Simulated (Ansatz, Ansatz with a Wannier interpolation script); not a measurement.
# Settings in Wannier-interpolated G0W0: SiO2 (P4_32_12)

Wanted: errors and cost of interpolated bands of SiO2 (P4_32_12) under coarser or faulty settings.

Calculated with Ansatz 0.2.0; maximally localised Wannier functions, LDA, plane waves, PAW.

**1. Starting point**

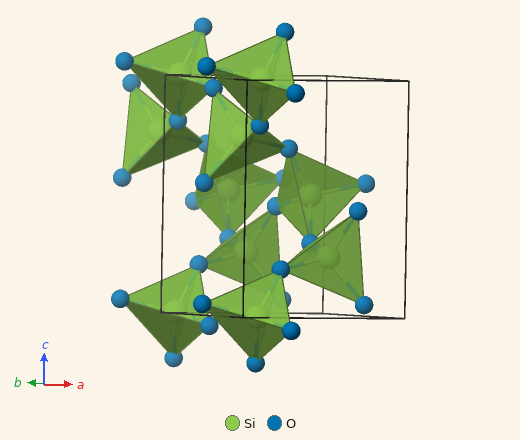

Start, viewed slightly off an axis; silicon green, oxygen blue. 1×2×1 cells are drawn. Some periodic images of atoms are drawn too.

The cell and positions come from the Crystallography Open Database and are kept as given unless a step says otherwise. The default PAW set here is soft_2. Its files were made with PBE.

**2. Wannier model on 8×8×4**

Localised functions give a small Hamiltonian that interpolates between mesh points at no cost.

Contents of input.yaml:

```yaml
crystal:
  lattice:
    - [4.9329, 0.0, 0.0]
    - [0.0, 4.9329, 0.0]
    - [0.0, 0.0, 6.4645]
  atoms:
    - { symbol: Si, position: [0.817705, 0.817705, 0.5] }
    - { symbol: Si, position: [0.682295, 0.317705, 0.25] }
    - { symbol: Si, position: [0.182295, 0.182295, 0.0] }
    - { symbol: Si, position: [0.317705, 0.682295, 0.75] }
    - { symbol: O, position: [0.26834, 0.36457, 0.80193] }
    - { symbol: O, position: [0.13543, 0.76834, 0.55193] }
    - { symbol: O, position: [0.73166, 0.63543, 0.30193] }
    - { symbol: O, position: [0.86457, 0.23166, 0.05193] }
    - { symbol: O, position: [0.76834, 0.13543, 0.44807] }
    - { symbol: O, position: [0.63543, 0.73166, 0.69807] }
    - { symbol: O, position: [0.23166, 0.86457, 0.94807] }
    - { symbol: O, position: [0.36457, 0.26834, 0.19807] }
kpoints:
  mp_grid: { grid: [4, 4, 2] }
hamiltonian:
  xc: lda
scf:
  occupations: { method: fixed }
  n_extra_bands: 83
output:
  wannier:
    kmesh: [8, 8, 4]
    projections:
      - { species: O, l: p, shell: 2 }
      - { species: Si, l: s, shell: 3 }
      - { species: Si, l: p, shell: 3 }
    minimise: true
    write_hr: true
    seedname: w
    conv_tol: 1.0e-07
    max_iter: 4000
    disentanglement:
      window: [-1.66, 18.99]
      frozen_window: [-1.66, 10.37]
      conv_tol: 1.0e-08
```

The run is started by

```
$ ansatz run input.yaml --threads 3 --pin off --max-ram 92160MiB --backend cuda --events-out ev --progress --plain --runs-dir out --devices 1 --max-vram 13GiB  # rebuilt from the run's record
```

Numbers of over 12 decimals in the logs are rounded to 6 here.

Output:

```text
scf.n_extra_bands = 83 over 32 filled bands (N_el = 64.0): the run solves 115 bands
GPUs: using 1 of 1 available (devices: 1).
Engine: ansatz 0.2.0, x86_64-unknown-linux-gnu
Pseudopotentials: kind: paw
Pseudopotential: Si, paw, valence charge 4, recommended cutoff 420 eV (normal), Si.paw.azcp
Pseudopotential: O, paw, valence charge 6, recommended cutoff 420 eV (normal), O.paw.azcp
Functional definition: SPW92
  exchange = slater_x
  correlation = pw_c
device memory: the entry about to start is reckoned to put 4.5 GiB on a device that reports 32.5 GiB free (of which the cap on the GPU budget leaves the run 13.0 GiB)
GPU FFT provider: cuFFT
GPU libraries: cuBLAS 13.8.2, cuFFT 12.4.0, cuSOLVER 12.3.4
Crystal: 12 atoms, lattice volume = 157.304 Å³
Basis set: ecut = 420 eV, 3097 PW (Γ)
Bands: 115, of which v1, the nominal top of the filled ones, is band 32 counted from 1 (31 counted from 0)
Symmetry: 8 space group operations
Space group: P43212 (ITA 96), of the structure as read, at distance tolerance 5.4e-5 Å
k-points: 12 of 32
Non-local potential: Si, projectors of the file, l = 0: 2, l = 1: 2, l = 2: 2
Non-local potential: O, projectors of the file, l = 0: 2, l = 1: 2, l = 2: 1
PAW form: soft (Blöchl's): semilocal exchange-correlation on the pseudo side does not see the compensation charge
PAW frozen core: Si, regenerated for the run's functional, and the local potential with it (the file was generated under x = pbe(κ = 0.804, μ = 0.219515), c = pbe(β = 0.066725))
PAW frozen core: O, regenerated for the run's functional, and the local potential with it (the file was generated under x = pbe(κ = 0.804, μ = 0.219515), c = pbe(β = 0.066725))
PAW one-centre angular grid: Si, 110 points (default); XC on 64 Gauss nodes
PAW one-centre angular grid: O, 110 points (default); XC on 64 Gauss nodes
Initial density: superposition of atomic densities (neutral atoms: chi_scale 0, normalization atom), corrected by the library's trained network
Initial wavefunctions: pseudopotential atomic-orbital guess
GPU buffer pool allocated for 58320 grid points (all kernels)
GPU transforms: local potential and band sums: pruned to the plane-wave sphere, on 36×36×45
Functional: x = slater, c = lda
SCF iter   1: F=—  HF=-6890.699676 eV  |F-HF|=—  |Δ(HF+E_count)|=         —  Δρ=1.29e-2  dr2=2.34e-1  ethr=1.77e-3  ⟨swp⟩=4.3  Hψ=5136  notcnv=0  defer=956
preconditioner: auto → Resta (q_TF=auto, 2.349 Å⁻¹)  ε∞=1.7  [insulator: Δε(μ)=5.318 eV  Ē_g=28.710 eV  n_scr=36 (ndim 8)  ℏωp=23.7 eV  f_vac=0.153  ε∞_Penn≈1.7]
SCF iter   2: F=—  HF=-6890.633770 eV  |F-HF|=—  |Δ(HF+E_count)|=   6.59e-2  Δρ=4.30e-3  dr2=9.49e-3  ethr=3.65e-4  ⟨swp⟩=2.3  Hψ=1694  notcnv=0  defer=968
SCF iter   3: F=—  HF=-6890.630577 eV  |F-HF|=—  |Δ(HF+E_count)|=   3.19e-3  Δρ=1.52e-3  dr2=1.79e-3  ethr=1.48e-5  ⟨swp⟩=2.0  Hψ=772  notcnv=0  defer=968
SCF iter   4: F=—  HF=-6890.629996 eV  |F-HF|=—  |Δ(HF+E_count)|=   5.81e-4  Δρ=2.02e-4  dr2=4.59e-5  ethr=2.80e-6  ⟨swp⟩=1.6  Hψ=631  notcnv=0  defer=937
SCF iter   5: F=—  HF=-6890.630024 eV  |F-HF|=—  |Δ(HF+E_count)|=   2.84e-5  Δρ=2.12e-5  dr2=5.08e-7  ethr=7.18e-8  ⟨swp⟩=2.2  Hψ=752  notcnv=0  defer=924
SCF iter   6: F=-6890.630024 eV  HF=-6890.630024 eV  |F-HF|=1.44e-9  |Δ(HF+E_count)|=   7.17e-8  Δρ=4.14e-6  dr2=1.76e-8  ethr=1.56e-10  ⟨swp⟩=13.3  Hψ=11320  notcnv=0
SCF 1 converged in 6 iterations: F = -6890.630024 eV  dr2 = 1.76e-8
[...]
device memory: the entry about to start is reckoned to put 5.5 GiB (of the 5.6 GiB reckoned in all, the device holds 0.1 GiB already) on a device that reports 29.0 GiB free (of which the cap on the GPU budget leaves the run 12.9 GiB)
NSCF: frozen V_eff on 12 k-points
[...]
device memory: the entry about to start is reckoned to put 4.3 GiB on a device that reports 29.1 GiB free (of which the cap on the GPU budget leaves the run 13.0 GiB)
NSCF: frozen V_eff on 48 k-points
the Wannier pass solved 48 of the 256 points of its mesh, and has the states at the others by symmetry: states obtained by the crystal's operations at points that were solved too leave a residual of 4.18e-13 eV (read by the count's bands and the next), within 6.67e-6 eV
SCF converged after 6 iterations
Free energy (F): -6890.630024 eV
Harris-Foulkes:  -6890.630024 eV  (|F-HF|=1.44e-9)
Internal energy: -6890.630024 eV  (E = F + TS)
E sigma→0 (E₀):  -6890.630024 eV
Fermi energy:    1.892700 eV
--- Per-component energies (eV) ---
  E_band       = -317.844626
  E_kinetic    = 1598.190325
  E_local      = -4085.024945  (includes V_loc(G=0)·N_el)
  E_nonlocal   = 501.026802
  E_hartree    = 1461.911888
  E_xc         = -802.518632
  E_vxc        = -939.102710  (∫ρ·V_xc dr)
  E_paw        = -3131.036795  (= ΣΔE_a)
  E_vpaw       = -316.774020  (= ΣTr[D̂ρ^β])
  E_aug_tail   = 0.021183  (compensation charges beyond the density's cutoff)
  E_ewald      = -2434.312545
  E_core_change = 1.112695  (= ΣΔE_core)
  E_smearing   = -0.000000  (= −TS)
  E_closure    = 0.000000  (closes the sum)
  Σ components = -6890.630024   (vs F -6890.630024, Δ=0.00e0)
--- Band table (eV; the first three rows and the last of 12) ---
  k-point 0: bands = [... 28 lower, 1.0471, 1.4211, 1.4211, 1.8927, 7.3680, 10.4031, 10.4031, 11.0248, ... 79 higher]
  k-point 1: bands = [... 28 lower, 1.1630, 1.1630, 1.4725, 1.4725, 8.7739, 8.7739, 10.8006, 10.8006, ... 79 higher]
  k-point 2: bands = [... 28 lower, 0.9461, 1.3317, 1.3540, 1.7227, 8.0547, 10.5501, 10.5506, 10.7933, ... 79 higher]
  k-point 11: bands = [... 28 lower, 1.3866, 1.3866, 1.3866, 1.3866, 10.6977, 10.6977, 10.6977, 10.6977, ... 79 higher]
Wannier search: line search 1 of at most 4000: gauge-dependent spread (as the search counts it) 216.3159343 Å², largest recent change 7.3e1 Å² and fall left 9.3e0 Å² against conv_tol 1.0e-7 Å², 0 stops escaped
```

Run time: 34 s. Hardware: 1 × NVIDIA H100 80GB HBM3 (shared by 6 runs) with 3 threads of AMD EPYC 7R13 (Zen 3), shared host; peak memory 1.3 GiB.

Reading the cycles: dr2 is the Hartree energy of the density residual (eV), the measure of convergence; HF is the Harris–Foulkes estimate of the energy, which meets the free energy F at convergence.

This step gave:

| Quantity | Value |
| --- | --- |
| gauge-invariant spread | 73.46 Å² |
| diagonal spread | 0.2224 Å² |
| off-diagonal spread | 13.30 Å² |
| total spread | 86.98 Å² |
| least projectability | 5.55e-8 |
| localisation steps | 51 |
| disentanglement steps | 396 |
| r.m.s. interpolation error | 8.57e-4 eV |
| r.m.s. error near the gap | 0.001035 eV |

Near the gap the model misses directly solved bands by 1.0 meV r.m.s. and by 14 meV at most in the window tested. This tests the starting bands, not the corrections carried with them.

**3. Wannier model on 4×4×2**

input.yaml: that of step 2 with these lines changed.

```diff
@@ -27,3 +27,3 @@
   wannier:
-    kmesh: [8, 8, 4]
+    kmesh: [4, 4, 2]
     projections:
```

Output:

```text
[...]
GPUs: using 1 of 1 available (devices: 1).
[...]
GPU FFT provider: cuFFT
GPU libraries: cuBLAS 13.8.2, cuFFT 12.4.0, cuSOLVER 12.3.4
Crystal: 12 atoms, lattice volume = 157.304 Å³
Basis set: ecut = 420 eV, 3097 PW (Γ)
Bands: 115, of which v1, the nominal top of the filled ones, is band 32 counted from 1 (31 counted from 0)
[... 1 set-up line as in the run before ...]
[...]
k-points: 12 of 32
[...]
GPU buffer pool allocated for 58320 grid points (all kernels)
[...]
SCF iter   1: F=—  HF=-6890.699676 eV  |F-HF|=—  |Δ(HF+E_count)|=         —  Δρ=1.29e-2  dr2=2.34e-1  ethr=1.77e-3  ⟨swp⟩=4.3  Hψ=5136  notcnv=0  defer=956
[...]
SCF iter   6: F=-6890.630024 eV  HF=-6890.630024 eV  |F-HF|=1.44e-9  |Δ(HF+E_count)|=   7.17e-8  Δρ=4.14e-6  dr2=1.76e-8  ethr=1.56e-10  ⟨swp⟩=13.3  Hψ=11320  notcnv=0
SCF 1 converged in 6 iterations: F = -6890.630024 eV  dr2 = 1.76e-8
[...]
NSCF: frozen V_eff on 12 k-points
[...]
SCF converged after 6 iterations
Free energy (F): -6890.630024 eV
[...]
Internal energy: -6890.630024 eV  (E = F + TS)
E sigma→0 (E₀):  -6890.630024 eV
Fermi energy:    1.892700 eV
[...]
--- Band table (eV; the first three rows and the last of 12) ---
  k-point 0: bands = [... 28 lower, 1.0471, 1.4211, 1.4211, 1.8927, 7.3680, 10.4031, 10.4031, 11.0248, ... 79 higher]
  k-point 1: bands = [... 28 lower, 1.1630, 1.1630, 1.4725, 1.4725, 8.7739, 8.7739, 10.8006, 10.8006, ... 79 higher]
  k-point 2: bands = [... 28 lower, 0.9461, 1.3317, 1.3540, 1.7227, 8.0547, 10.5501, 10.5506, 10.7933, ... 79 higher]
  k-point 11: bands = [... 28 lower, 1.3866, 1.3866, 1.3866, 1.3866, 10.6977, 10.6977, 10.6977, 10.6977, ... 79 higher]
[...]
```

It took 13 s on 1 × NVIDIA H100 80GB HBM3 (shared by 6 runs) with 3 threads; peak memory 1 GiB; 14 s of CPU time.

Numbers from this step:

| Item | Value |
| --- | --- |
| gauge-invariant spread | 62.15 Å² |
| diagonal spread | 0.8334 Å² |
| off-diagonal spread | 21.27 Å² |
| total spread | 84.25 Å² |
| least projectability | 4.97e-9 |
| localisation steps | 78 |
| disentanglement steps | 479 |
| r.m.s. interpolation error | 0.006233 eV |
| r.m.s. error near the gap | 0.005463 eV |

Near the gap the model misses directly solved bands by 5.5 meV r.m.s. and by 33 meV at most in the window tested. This tests the starting bands, not the corrections carried with them.

Frozen up to 8.48 eV; above it the model need not follow the bands. Electronic bands along the path, in eV, zero at the valence-band top; v1 is the highest filled band, c1 the lowest empty one:

```
    point     v4     v3     v2     v1    c1    c2    c3    c4
        Γ  -0.85  -0.47  -0.47   0.00  5.48  8.51  8.51  9.15
        X  -0.73  -0.73  -0.54  -0.54  7.59  7.59  8.87  8.89
        M  -0.59  -0.59  -0.50  -0.50  8.34  8.34  8.44  8.44
        Γ  -0.85  -0.47  -0.47   0.00  5.48  8.51  8.51  9.15
        Z  -0.73  -0.73  -0.42  -0.42  6.88  6.88  8.91  8.91
        R  -0.91  -0.91  -0.23  -0.23  7.94  7.94  8.92  8.92
        A  -0.51  -0.51  -0.51  -0.51  8.80  8.81  8.81  8.81
        Z  -0.73  -0.73  -0.42  -0.42  6.88  6.88  8.91  8.91
jump to X  -0.73  -0.73  -0.54  -0.54  7.59  7.59  8.87  8.89
        R  -0.91  -0.91  -0.23  -0.23  7.94  7.94  8.92  8.92
jump to M  -0.59  -0.59  -0.50  -0.50  8.34  8.34  8.44  8.44
        A  -0.51  -0.51  -0.51  -0.51  8.80  8.81  8.81  8.81
```

The same for Kohn-Sham, solved directly:

```
point     v4     v3     v2     v1    c1    c2    c3    c4
    Γ  -0.85  -0.47  -0.47   0.00  5.48  8.51  8.51  9.13
    X  -0.73  -0.73  -0.54  -0.54  7.59  7.59  8.87  8.87
    M  -0.59  -0.59  -0.50  -0.50  8.34  8.34  8.44  8.44
    Γ  -0.85  -0.47  -0.47   0.00  5.48  8.51  8.51  9.13
    Z  -0.73  -0.73  -0.42  -0.42  6.88  6.88  8.91  8.91
    R  -0.91  -0.91  -0.23  -0.23  7.94  7.94  8.92  8.92
    A  -0.51  -0.51  -0.51  -0.51  8.80  8.80  8.80  8.80
    Z  -0.73  -0.73  -0.42  -0.42  6.88  6.88  8.91  8.91
    X  -0.73  -0.73  -0.54  -0.54  7.59  7.59  8.87  8.87
    R  -0.91  -0.91  -0.23  -0.23  7.94  7.94  8.92  8.92
    M  -0.59  -0.59  -0.50  -0.50  8.34  8.34  8.44  8.44
    A  -0.51  -0.51  -0.51  -0.51  8.80  8.80  8.80  8.80
```

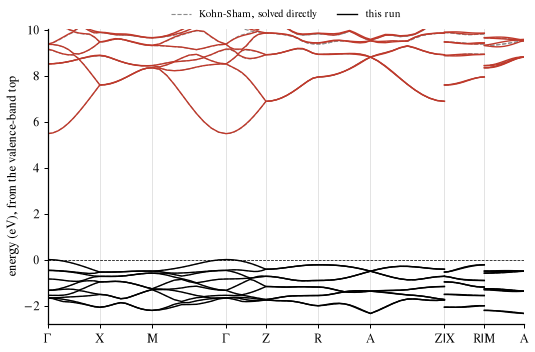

Electronic bands along the path; lines of filled and empty bands in two colours; dashed: Kohn-Sham, solved directly.

**4. A faulty Wannier input**

input.yaml: that of step 3 with these lines changed.

```diff
@@ -36,3 +36,3 @@
     conv_tol: 1.0e-07
-    max_iter: 4000
+    max_iter: 3
     disentanglement:
```

Output:

```text
Error: invalid value for `output.wannier.max_iter`: must be ≥ 5; got 3
```

It took 0.15 s on 3 threads; peak memory 0.092 GiB.

The input was rejected at the start.

The program's message: “Error: invalid value for `output.wannier.max_iter`: must be ≥ 5; got 3”

The fault put into this input: too few iterations.

**5. G0W0: 4×4×2 mesh, 656 empty bands, screening to 150 eV**

Now the one-shot GW correction: screening in the RPA, then the self-energy of the levels asked for.

This step: G0W0 on LDA, plane waves, PAW.

input.yaml, the sections that differ from step 4:

```yaml
scf:
  occupations: { method: fixed }
gw:
  n_empty_bands: 656
  ecut_chi: 150.0
  qp_bands: [v16, c4]
  screening: { model: contour_deformation }
# crystal, kpoints, hamiltonian: as in step 4
# output: removed
```

Output:

```text
GPUs: using 1 of 1 available (devices: 1).
[...]
GPU FFT provider: cuFFT
GPU libraries: cuBLAS 13.8.2, cuFFT 12.4.0, cuSOLVER 12.3.4
Crystal: 12 atoms, lattice volume = 157.304 Å³
Basis set: ecut = 420 eV, 3097 PW (Γ)
Bands: 44, of which v1, the nominal top of the filled ones, is band 32 counted from 1 (31 counted from 0)
[... 1 set-up line as in the run before ...]
[...]
k-points: 12 of 32
[...]
0    24      0.2227   -25.8544     4.0710   -20.0206  0.8005    -1.5685    -1.5401  root
[...]
11    33     10.6978    -8.2979    -4.0260   -14.2362  0.8463    12.6354    12.6101  root
    11    34     10.6978    -8.2979    -4.0260   -14.2362  0.8463    12.6354    12.6101  root
    11    35     10.6978    -8.2979    -4.0260   -14.2362  0.8463    12.6354    12.6101  root
    11    36     10.6978    -8.2979    -4.0260   -14.2362  0.8463    12.6354    12.6101  root
[key lines of the parts left out:]
SCF converged after 6 iterations
Free energy (F): -6890.630024 eV
Fermi energy:    1.892751 eV
```

It took 79 s on 1 × NVIDIA H100 80GB HBM3 (shared by 6 runs) with 3 threads; peak memory 1.8 GiB; 2.3 min of CPU time.

The G0W0 gap on the mesh is 8.646 eV.

**6. G0W0: 4×4×2 mesh, 304 empty bands, screening to 90 eV, plasmon pole**

input.yaml: that of step 5 with these lines changed.

```diff
@@ -25,5 +25,5 @@
 gw:
-  n_empty_bands: 656
-  ecut_chi: 150.0
+  n_empty_bands: 304
+  ecut_chi: 90
   qp_bands: [v16, c4]
-  screening: { model: contour_deformation }
+  screening: { model: godby_needs }
```

Output:

```text
GPUs: using 1 of 1 available (devices: 1).
[...]
GPU FFT provider: cuFFT
GPU libraries: cuBLAS 13.8.2, cuFFT 12.4.0, cuSOLVER 12.3.4
Crystal: 12 atoms, lattice volume = 157.304 Å³
Basis set: ecut = 420 eV, 3097 PW (Γ)
Bands: 44, of which v1, the nominal top of the filled ones, is band 32 counted from 1 (31 counted from 0)
[... 1 set-up line as in the run before ...]
[...]
k-points: 12 of 32
[...]
0    24      0.2227   -25.8544     4.3474   -20.0206  0.8140    -1.2767    -1.2637  root
[...]
11    33     10.6978    -8.2979    -3.8484   -14.2362  0.8550    12.8081    12.7877  root
    11    34     10.6978    -8.2979    -3.8484   -14.2362  0.8550    12.8081    12.7877  root
    11    35     10.6978    -8.2979    -3.8484   -14.2362  0.8550    12.8081    12.7877  root
    11    36     10.6978    -8.2979    -3.8484   -14.2362  0.8550    12.8081    12.7877  root
[key lines of the parts left out:]
SCF converged after 6 iterations
Free energy (F): -6890.630024 eV
Fermi energy:    1.892751 eV
```

Run time: 50 s. Hardware: 1 × NVIDIA H100 80GB HBM3 (shared by 6 runs) with 3 threads; peak memory 1.7 GiB; 96 s of CPU time.

The G0W0 gap on the mesh is 8.410 eV.

**7. Interpolated results**

Times are wall times on 1 × NVIDIA H100 80GB HBM3 (shared by 6 runs) with 3 threads of AMD EPYC 7R13 (Zen 3), shared host, good to a factor of about two.

```
GW mesh  empty bands  cutoff (eV)            frequency  gap on mesh (eV)  gap over zone (eV)  direct gap (eV)  valence width (eV)  GW time
  4×4×2          656          150  contour deformation             8.646               8.646            8.646               3.754     79 s
  4×4×2          304           90         plasmon pole             8.410               8.410            8.410               3.904     50 s
```

**8. What came out**

```yaml
4x4x2_mesh_656_empty_bands_screening_to_150_ev: 8.65 eV
4x4x2_mesh_304_empty_bands_screening_to_90_ev_plasmon_pole: 8.41 eV
```

The largest change, −0.24 eV in the gap over the zone, comes with 4×4×2 mesh, 304 empty bands, screening to 90 eV, plasmon pole. The first run is a reference, not a converged one, and where a row moves several settings no single cause can be named. Coarser Wannier mesh (4×4×2): the miss near the gap goes from 1 (the model on 8×8×4) to 5 meV and the total spread from 87.0 to 84.3 Å². With 4×4×2 mesh, 304 empty bands, screening to 90 eV, plasmon pole the gap over the zone moves by −0.24 eV and that on the mesh by −0.24 eV. Gaps over the zone and on the mesh differ where an edge lies off the mesh, or where a GW run starts from another density: the starting gap over the zone is 5.475 eV, on the GW meshes it is 5.475 eV. The 4×4×2 mesh is coarse for this cell (its supercell is 13 Å along the shortest edge). The RPA ε∞ on it, from the LDA start, is 2.32 and 2.39; such meshes misread the long-range screening, most where the gap is narrow.

[Paths, hosts, dates, memory and timing lines, banners, echoed tables and standing remarks are left out of the program output.]

[Logs are printed without paths, hosts, clocks, repeated set-up lines and the standing remarks that a program may print on its own settings, such as how far it seeks lower states.]

[Runs of the session that timed out or met a known fault of the program may be left out.]

[Hosts, paths, dates, database ids (printed as entryN), source tags and the programs' standing remarks are cut or masked in the printed files.]
